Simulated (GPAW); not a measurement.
**MnGe11 (Ge24x311 Mn2 nn): parallel and opposed starts**

A self-consistent run ends on one state, which hangs on the start. Several orders of MnGe11 (Ge24x311 Mn2 nn) are started in GPAW and their energies compared.

Main program and level: GPAW 26.7.0; PBE with U = 4 eV on Mn d; plane waves with GPAW's PAW setups, scalar-relativistic.

## (1) The structure

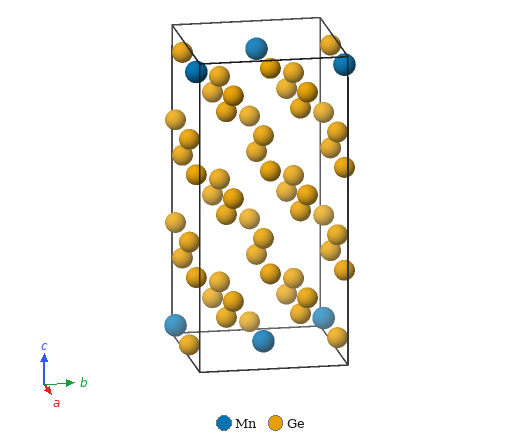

The starting structure, seen slightly off an axis (manganese blue, germanium orange). This picture shows the conventional cell, with its axes. Some periodic images of atoms are drawn too.

The cell is a made-up one and need not be a known phase.

## (2) Start 1: ferro ++

The parallel start comes first: it fits the smallest cell, keeps the most symmetry and shows whether parallel moments form. A Hubbard U of customary size acts on the open shell; it was not fitted to this crystal.

Contents of order1.py:

```python
import json
import numpy as np
from ase import Atoms
from ase.parallel import paropen, parprint
from gpaw import GPAW

atoms = Atoms(['Mn', 'Mn', 'Ge', 'Ge', 'Ge', 'Ge', 'Ge', 'Ge', 'Ge', 'Ge', 'Ge', 'Ge', 'Ge', 'Ge', 'Ge', 'Ge', 'Ge', 'Ge', 'Ge', 'Ge', 'Ge', 'Ge', 'Ge', 'Ge'],
    cell=[[16.974, 0.0, 0.0],
         [0.0, 5.658, 0.0],
         [0.0, 0.0, 5.658]],
    scaled_positions=[[0.0, 0.0, 0.0],
         [0.083333, 0.25, 0.25],
         [0.0, 0.5, 0.5],
         [0.083333, 0.75, 0.75],
         [0.166667, 0.0, 0.5],
         [0.25, 0.25, 0.75],
         [0.166667, 0.5, 0.0],
         [0.25, 0.75, 0.25],
         [0.333333, 0.0, 0.0],
         [0.416667, 0.25, 0.25],
         [0.333333, 0.5, 0.5],
         [0.416667, 0.75, 0.75],
         [0.5, 0.0, 0.5],
         [0.583333, 0.25, 0.75],
         [0.5, 0.5, 0.0],
         [0.583333, 0.75, 0.25],
         [0.666667, 0.0, 0.0],
         [0.75, 0.25, 0.25],
         [0.666667, 0.5, 0.5],
         [0.75, 0.75, 0.75],
         [0.833333, 0.0, 0.5],
         [0.916667, 0.25, 0.75],
         [0.833333, 0.5, 0.0],
         [0.916667, 0.75, 0.25]],
    pbc=True,
    magmoms=[4.5, 4.5, 0.0, 0.0, 0.0, 0.0, 0.0, 0.0, 0.0, 0.0, 0.0, 0.0, 0.0, 0.0, 0.0, 0.0, 0.0, 0.0, 0.0, 0.0, 0.0, 0.0, 0.0, 0.0])
atoms.calc = GPAW(mode={'name': 'pw', 'ecut': 450},
    xc='PBE',
    kpts={'size': (2, 5, 5), 'gamma': True},
    occupations={'name': 'fermi-dirac', 'width': 0.05},
    convergence={'density': 1e-05, 'energy': 1e-05},
    maxiter=200,
    mixer={'name': 'pulay', 'beta': 0.05, 'nmaxold': 6, 'weight': 50},
    setups={'Mn': ':d,4.0'},
    symmetry={'tolerance': 1e-4},
    txt='order1.txt')
e = atoms.get_potential_energy(force_consistent=True)
res = {'free_energy': e, 'energy_sigma0': atoms.get_potential_energy(), 'fermi_energy': atoms.calc.get_fermi_level()}
res['moments'] = atoms.get_magnetic_moments().tolist()
res['total'] = atoms.get_magnetic_moment()
parprint('site moments (muB):', np.round(res['moments'], 3))
parprint(f"total moment: {res['total']:.3f} muB")
parprint(f'free energy: {e:.6f} eV')
atoms.calc.write('order1.gpw')
with paropen('results.json', 'w') as f:
    json.dump(res, f)
```

Run with:

```
> OMP_NUM_THREADS=1 mpirun -n 4 gpaw python order1.py > order1.log
```

Numbers of over 12 decimals in the logs are rounded to 6 here.

The log of the run:

```text
site moments (muB): [ 4.269e+00  4.269e+00 -4.400e-02 -4.400e-02 -5.100e-02 -1.000e-03
 -5.100e-02 -1.000e-03 -1.100e-02 -2.000e-03 -5.000e-03 -1.000e-03
 -3.000e-03 -3.000e-03 -3.000e-03 -3.000e-03 -2.000e-03 -1.100e-02
 -1.000e-03 -5.000e-03 -1.000e-03 -5.100e-02 -1.000e-03 -5.100e-02]
total moment: 8.460 muB
free energy: -111.682257 eV

--- order1.txt ---
Input parameters:
  mode=PW(ecut=450),
  convergence={'density': 1e-05, 'energy': 1e-05},
  kpts=MonkhorstPack(size=(2, 5, 5), gamma=True),
  maxiter=200,
  mixer=Pulay(name='pulay', nmaxold=6, beta=0.05, weight=50, sigma=0.015, g_ss=None),
  occupations=Occupations(name='fermi-dirac', width=0.05),
  setups={'Mn': ':d,4.0'},
  symmetry=Symmetry(tolerance=0.0001),
  xc=XC(name='PBE')

Diagonalizing LCAO Hamiltonian
Converting LCAO to pw mode
    .-----------------------------------------.
   /|                                         |
  / |  Ge            Ge            Ge         |
 *  |                                         |
 |  |       Ge            Ge            Ge    |
 | Ge           Ge             Ge             |
 |  |   Ge    Ge      Ge    Ge      Ge    Ge  |
 |  .-----------------------------------------.
 | / Mn   Ge       Ge  Ge        Ge  Ge      /
 |/                                         /
 Mn------------Ge------------Ge------------*

Atoms  # Å, Bohr magnetons
|    | symbol |         x |        y |        z |    initial magnetic moments |
|----|--------|-----------|----------|----------|-----------------------------|
|  0 |     Mn |  0.000000 | 0.000000 | 0.000000 | ( 0.0000,  0.0000,  4.5000) |
|  1 |     Mn |  1.414494 | 1.414500 | 1.414500 | ( 0.0000,  0.0000,  4.5000) |
|  2 |     Ge |  0.000000 | 2.829000 | 2.829000 | ( 0.0000,  0.0000,  0.0000) |
|  3 |     Ge |  1.414494 | 4.243500 | 4.243500 | ( 0.0000,  0.0000,  0.0000) |
|  4 |     Ge |  2.829006 | 0.000000 | 2.829000 | ( 0.0000,  0.0000,  0.0000) |
|  5 |     Ge |  4.243500 | 1.414500 | 4.243500 | ( 0.0000,  0.0000,  0.0000) |
|  6 |     Ge |  2.829006 | 2.829000 | 0.000000 | ( 0.0000,  0.0000,  0.0000) |
|  7 |     Ge |  4.243500 | 4.243500 | 1.414500 | ( 0.0000,  0.0000,  0.0000) |
|  8 |     Ge |  5.657994 | 0.000000 | 0.000000 | ( 0.0000,  0.0000,  0.0000) |
|  9 |     Ge |  7.072506 | 1.414500 | 1.414500 | ( 0.0000,  0.0000,  0.0000) |
| 10 |     Ge |  5.657994 | 2.829000 | 2.829000 | ( 0.0000,  0.0000,  0.0000) |
| 11 |     Ge |  7.072506 | 4.243500 | 4.243500 | ( 0.0000,  0.0000,  0.0000) |
| 12 |     Ge |  8.487000 | 0.000000 | 2.829000 | ( 0.0000,  0.0000,  0.0000) |
| 13 |     Ge |  9.901494 | 1.414500 | 4.243500 | ( 0.0000,  0.0000,  0.0000) |
| 14 |     Ge |  8.487000 | 2.829000 | 0.000000 | ( 0.0000,  0.0000,  0.0000) |
| 15 |     Ge |  9.901494 | 4.243500 | 1.414500 | ( 0.0000,  0.0000,  0.0000) |
| 16 |     Ge | 11.316006 | 0.000000 | 0.000000 | ( 0.0000,  0.0000,  0.0000) |
| 17 |     Ge | 12.730500 | 1.414500 | 1.414500 | ( 0.0000,  0.0000,  0.0000) |
| 18 |     Ge | 11.316006 | 2.829000 | 2.829000 | ( 0.0000,  0.0000,  0.0000) |
| 19 |     Ge | 12.730500 | 4.243500 | 4.243500 | ( 0.0000,  0.0000,  0.0000) |
| 20 |     Ge | 14.144994 | 0.000000 | 2.829000 | ( 0.0000,  0.0000,  0.0000) |
| 21 |     Ge | 15.559506 | 1.414500 | 4.243500 | ( 0.0000,  0.0000,  0.0000) |
| 22 |     Ge | 14.144994 | 2.829000 | 0.000000 | ( 0.0000,  0.0000,  0.0000) |
| 23 |     Ge | 15.559506 | 4.243500 | 1.414500 | ( 0.0000,  0.0000,  0.0000) |

Unit cell  # Å
| periodic |         x |        y |        z |   lengths |    angles |
|----------|-----------|----------|----------|-----------|-----------|
|      yes | 16.974000 | 0.000000 | 0.000000 | 16.974000 | 90.000000 |
|      yes |  0.000000 | 5.658000 | 0.000000 |  5.658000 | 90.000000 |
|      yes |  0.000000 | 0.000000 | 5.658000 |  5.658000 | 90.000000 |

Number of symmetries: 2

BZ-sampling:
  Number of BZ points: 50
  Number of IBZ points: 18

  Monkhorst-Pack size: [2, 5, 5]
  Monkhorst-Pack shift: [0.25, 0.0, 0.0]

K-points  # in reciprocal-cell coordinates
|     |                                coordinates |     weight |
|-----|--------------------------------------------|------------|
|   0 | (  0.00000000,   0.00000000,   0.00000000) | 0.02000000 |
|   1 | (  0.00000000,   0.20000000,  -0.20000000) | 0.04000000 |
|   2 | (  0.00000000,   0.20000000,   0.00000000) | 0.08000000 |
|   3 | (  0.00000000,   0.20000000,   0.20000000) | 0.04000000 |
|   4 | (  0.00000000,   0.40000000,  -0.40000000) | 0.04000000 |
|   5 | (  0.00000000,   0.40000000,  -0.20000000) | 0.08000000 |
|   6 | (  0.00000000,   0.40000000,   0.00000000) | 0.08000000 |
|   7 | (  0.00000000,   0.40000000,   0.20000000) | 0.08000000 |
|   8 | (  0.00000000,   0.40000000,   0.40000000) | 0.04000000 |
|   9 | (  0.50000000,   0.00000000,   0.00000000) | 0.02000000 |
| ... |                                            |            |
|  17 | (  0.50000000,   0.40000000,   0.40000000) | 0.04000000 |

Plane wave coefficients: 11808
Cutoff: 450.000000 eV

Spin-components: 2 (collinear spins)
Bands:           81
Projectors:      122
Spin-degeneracy: 1
Datatype:        complex128

Parallelization:
  kpt:    4
  domain: 1
  band:   1

Density:
  Valence electrons: 118.0
  Components: 2
  Grid points: [84 28 28]
  Charge: 0.0  # |e|

Potential:
  Grid points: [84 28 28]

species:
  Mn:
    name:    Manganese
    Z:       25.0
    valence: 15
    core:    10
    charge:  0.0  # [|e|]
    Hubbard: {U: 4.0,  # eV
              l: 2,
              scale: True}
    compensation charges:
      type: gauss
      rc: 0.38  # [Å]
      lmax: 2
    cutoffs:
      filter: 2.14  # [Å]
      core: 0.86  # [Å]
    projectors
    | kind |    occ | energy [eV] | rcut [Å] |
    |------|--------|-------------|----------|
    |   3s |  2.000 |     -85.859 |    1.275 |
    |   4s |  2.000 |      -5.106 |    1.275 |
    |   3p |  6.000 |     -54.597 |    1.281 |
    |   4p |  0.000 |      -1.371 |    1.281 |
    |   3d |  5.000 |      -6.771 |    1.138 |
    |    d |        |      20.441 |    1.138 |

    Using partial waves for Mn as LCAO basis

  Ge:
    name:    Germanium
    Z:       32.0
    valence: 4
    core:    28
    charge:  0.0  # [|e|]
    compensation charges:
      type: gauss
      rc: 0.32  # [Å]
      lmax: 2
    cutoffs:
      filter: 1.77  # [Å]
      core: 3.42  # [Å]
    projectors
    | kind |    occ | energy [eV] | rcut [Å] |
    |------|--------|-------------|----------|
    |   4s |  2.000 |     -11.726 |    1.005 |
    |   4p |  2.000 |      -3.896 |    1.005 |
    |    s |        |      15.485 |    1.005 |
    |    p |        |      23.315 |    1.005 |
    |    d |        |       0.000 |    1.005 |

    Using partial waves for Ge as LCAO basis

Reference energy: -1319176.208901  # eV

eigensolver:
  PPCG
  Converge bands: occupied
  niter=2

density mixing:
  Pulay-Mixer
  Linear mixing parameters: 0.05
  Old densities: 6
  Fourier metric: weight=50, sigma=0.015

occupation numbers:
  Fermi-Dirac:
    width: 0.0500  # eV

poisson solver:
  ecut: 3600.000000  # eV

xc functional:
  name: PBE with 2 nearest neighbor stencil

convergence criteria:
- Maximum integral of absolute [dens]ity change: 1e-05 electrons / valence electron
- Maximum [total energy] change in last 3 cyles: 1e-05 eV / valence electron
- Maximum integral of absolute [eigenst]ate change: 4e-08 eV^2 / valence electron
maximum number of iterations: 200

SCF iterations
|iter     |      energy | eigst |  dens |  magmom |
|---------|-------------|-------|-------|---------|
|iter:   1|       0s | -111.952671 | +0.05 |       |  +9.0194|
|iter:   2|      20s | -111.901466 | -1.58 | -0.95 |  +8.9990|
|iter:   3|      40s | -111.786947 | -2.48 | -0.97 |  +8.9609|
|iter:   4|      61s | -111.643687 | -1.59 | -1.02 |  +8.7380|
|iter:   5|      81s | -111.668267 | -2.34 | -1.41 |  +8.6548|
|iter:   6|     101s | -111.658527 | -2.98 | -1.69 |  +8.6274|
|iter:   7|     121s | -111.658239 | -2.80 | -1.85 |  +8.5847|
|iter:   8|     142s | -111.657824c| -3.59 | -2.06 |  +8.5662|
|iter:   9|     162s | -111.660528 | -3.83 | -2.26 |  +8.5377|
|iter:  10|     182s | -111.660917 | -4.97 | -2.48 |  +8.5328|
|iter:  11|     202s | -111.663273 | -4.09 | -2.52 |  +8.5002|
|iter:  12|     222s | -111.663246 | -5.65 | -2.88 |  +8.5004|
|iter:  13|     242s | -111.663454c| -6.04 | -2.88 |  +8.4971|
|iter:  14|     262s | -111.663927c| -5.38 | -2.93 |  +8.4880|
|iter:  15|     282s | -111.664113c| -5.74 | -3.09 |  +8.4835|
|iter:  16|     303s | -111.664271c| -5.83 | -3.16 |  +8.4791|
|iter:  17|     323s | -111.664444c| -5.62 | -3.24 |  +8.4733|
|iter:  18|     343s | -111.664552c| -5.74 | -3.40 |  +8.4684|
|iter:  19|     363s | -111.664635c| -5.63 | -3.58 |  +8.4631|
|iter:  20|     384s | -111.664649c| -6.52 | -3.90 |  +8.4617|
|iter:  21|     404s | -111.664655c| -7.15 | -4.02 |  +8.4611|
|iter:  22|     424s | -111.664661c| -6.99 | -4.12 |  +8.4602|
|iter:  23|     443s | -111.664663c| -7.41c| -4.26 |  +8.4597|
|iter:  24|     459s | -111.664663c| -7.54c| -4.36 |  +8.4596|
|iter:  25|     470s | -111.664664c| -7.62c| -4.50 |  +8.4595|
|iter:  26|     480s | -111.664663c| -7.89c| -4.59 |  +8.4595|
|iter:  27|     490s | -111.664663c| -8.30c| -4.67 |  +8.4597|
|iter:  28|     500s | -111.664663c| -7.90c| -4.72 |  +8.4597|
|iter:  29|     509s | -111.664663c| -7.85c| -4.92 |  +8.4596|
|iter:  30|     519s | -111.664663c| -8.25c| -5.09c|  +8.4596|

Converged in 30 steps
Energy contributions relative to reference atoms: (reference = -1319176.208901)

Energy contributions:
  Kinetic:         337.530770
  Coulomb:        -296.905875
  Zero:              0.295375
  External:          0.000000
  Xc:             -152.567339
  Entropy:          -0.035187
  Spinorbit:         0.000000
  ----------------------------
  Free energy:    -111.682257
  Extrapolated:   -111.664663

dipole moment: (-94.140788, -105.152593, -105.152593)  # |e|*Ang

Total magnetic moment: (0.000000, 0.000000, 8.459552)

Local magnetic moments
|        x |        y |         z |
|----------|----------|-----------|
| 0.000000 | 0.000000 |  4.269227 |  # Mn   0
| 0.000000 | 0.000000 |  4.269232 |  # Mn   1
| 0.000000 | 0.000000 | -0.043743 |  # Ge   2
| 0.000000 | 0.000000 | -0.043744 |  # Ge   3
| 0.000000 | 0.000000 | -0.051279 |  # Ge   4
| 0.000000 | 0.000000 | -0.000566 |  # Ge   5
| 0.000000 | 0.000000 | -0.051279 |  # Ge   6
| 0.000000 | 0.000000 | -0.000566 |  # Ge   7
| 0.000000 | 0.000000 | -0.011119 |  # Ge   8
| 0.000000 | 0.000000 | -0.002054 |  # Ge   9
| 0.000000 | 0.000000 | -0.005275 |  # Ge  10
| 0.000000 | 0.000000 | -0.000990 |  # Ge  11
| 0.000000 | 0.000000 | -0.003350 |  # Ge  12
| 0.000000 | 0.000000 | -0.003350 |  # Ge  13
| 0.000000 | 0.000000 | -0.003350 |  # Ge  14
| 0.000000 | 0.000000 | -0.003350 |  # Ge  15
| 0.000000 | 0.000000 | -0.002054 |  # Ge  16
| 0.000000 | 0.000000 | -0.011119 |  # Ge  17
| 0.000000 | 0.000000 | -0.000990 |  # Ge  18
| 0.000000 | 0.000000 | -0.005275 |  # Ge  19
| 0.000000 | 0.000000 | -0.000566 |  # Ge  20
| 0.000000 | 0.000000 | -0.051279 |  # Ge  21
| 0.000000 | 0.000000 | -0.000566 |  # Ge  22
| 0.000000 | 0.000000 | -0.051279 |  # Ge  23

Fermi level: 5.437
Eigenvalues  # (at kpt = [0.000, 0.000, 0.000])
| band index |      eig [eV] | occ [0-1] |      eig [eV] | occ [0-1] |
|------------|---------------|-----------|---------------|-----------|
|          0 |       -76.452 |     1.000 |       -71.727 |     1.000 |
|        ... |               |           |               |           |
|         50 |         2.976 |     1.000 |         4.631 |     1.000 |
|         51 |         3.018 |     1.000 |         5.118 |     0.998 |
|         52 |         3.307 |     1.000 |         5.304 |     0.935 |
|         53 |         3.391 |     1.000 |         5.521 |     0.157 |
|         54 |         3.660 |     1.000 |         5.602 |     0.036 |
|         55 |         3.706 |     1.000 |         6.044 |     0.000 |
|         56 |         4.001 |     1.000 |         6.167 |     0.000 |
|         57 |         4.094 |     1.000 |         6.256 |     0.000 |
|         58 |         4.104 |     1.000 |         6.414 |     0.000 |
|         59 |         4.720 |     1.000 |         6.457 |     0.000 |
|         60 |         4.982 |     1.000 |         6.512 |     0.000 |
|         61 |         5.256 |     0.974 |         6.569 |     0.000 |
|         62 |         5.414 |     0.613 |         6.579 |     0.000 |
|         63 |         6.459 |     0.000 |         6.958 |     0.000 |
|         64 |         6.492 |     0.000 |         7.097 |     0.000 |
|         65 |         6.518 |     0.000 |         7.182 |     0.000 |
|        ... |               |           |               |           |
|         80 |         8.592 |     0.000 |         9.094 |     0.000 |

No gap
No difference between direct/indirect transitions
```

Run time: 9.2 min. Hardware: 4 MPI ranks of Arm Neoverse V1, shared host; peak memory 2 GiB; 37 min of CPU time.

Spin moment in the augmentation sphere by atom:

```csv
atom,spin moment in the augmentation sphere (μB)
Mn1,4.27
Mn2,4.27
Ge3,-0.04
Ge4,-0.04
Ge5,-0.05
Ge6,0.00
Ge7,-0.05
Ge8,0.00
Ge9,-0.01
Ge10,0.00
Ge11,-0.01
Ge12,0.00
Ge13,0.00
Ge14,0.00
Ge15,0.00
Ge16,0.00
Ge17,0.00
Ge18,-0.01
Ge19,0.00
Ge20,-0.01
Ge21,0.00
Ge22,-0.05
Ge23,0.00
Ge24,-0.05
```

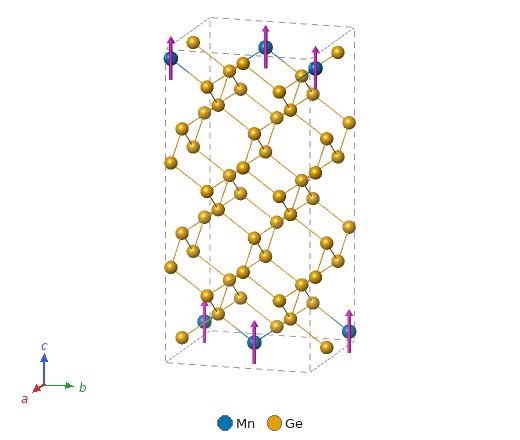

Spin moment in the augmentation sphere as arrows, the longest 4.27 μB. Up and down stand for the sign. Arrows give size and sign along the axis of quantisation, drawn up and down the page. Some periodic images of atoms are drawn too.

This step gave:

- magnetization: 8.460 μB
- final state: ferromagnetic

After 30 cycles the largest moment stands at 4.27 μB.

[end of part 1 of 2]

[Logs and program files are shortened in this print: banners, set-up blocks, solver, clock and traceback lines can be left out without a mark of their own.]

[Logs are printed without paths, hosts, clocks, repeated set-up lines and the standing remarks that a program may print on its own settings, such as how far it seeks lower states.]

[Hosts, paths, dates, database ids (printed as entryN), source tags and the programs' standing remarks are cut or masked in the printed files.]

[Where a cell is said to come from a database of computed structures, the database is the Materials Project.]
